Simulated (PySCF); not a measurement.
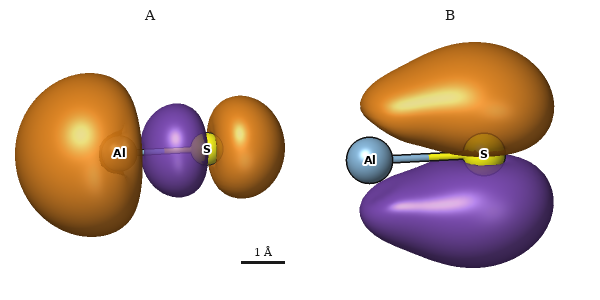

Figure 1: AlS (charge −1). Two frontier orbitals, each drawn at the value that holds 80 % of its norm (orange and purple are the two phases), in no order; of a degenerate pair one member is drawn.

All numbers below come from PySCF 2.14.0, PBE0/def2-SVPD, non-relativistic Hamiltonian with scalar-relativistic core potentials where named, at a bond length of 2.115 Å.

> Label each orbital by symmetry, say whether it is occupied, and order them by energy.

Orbital B: π, occupied, −1.55 eV; mainly on S (80 %).
Orbital A: σ, occupied, −0.90 eV; shared between the atoms (Al 70 %, S 30 %).
